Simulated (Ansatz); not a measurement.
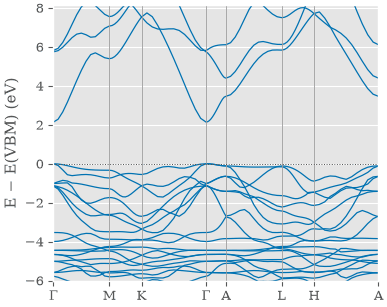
Fig. 1. Band structure from LDA (plane waves, PAW; program Ansatz)

Read off the gap and where the band edges lie.

About 2.1 eV (2.14 eV by a search for the band edges); maximum at Γ, minimum at Γ.

Which compound is it?
A. MgZn2O3, P-3m1 (Mg on 1a, Zn on 2d, O on 2d, O on 1b)
B. MgO, P3m1 (Pearson symbol hP12)
C. GeI2, CdI2 type

A, MgZn2O3, P-3m1 (Mg on 1a, Zn on 2d, O on 2d, O on 1b)

The workflow started from a Materials Project entry (that database holds measured and hypothetical structures alike); the Crystallography Open Database copy checked does not list it. With Mg and Zn taken as one species the cell has the higher symmetry Fm-3m, so it may be an ordered model of a mixed-site phase. Whether it is the stable phase at ambient conditions was not checked. Symmetry was held in the LDA relaxation; phonons on a q-mesh show no instability.

Potentials: the later of the program's two PAW sets.
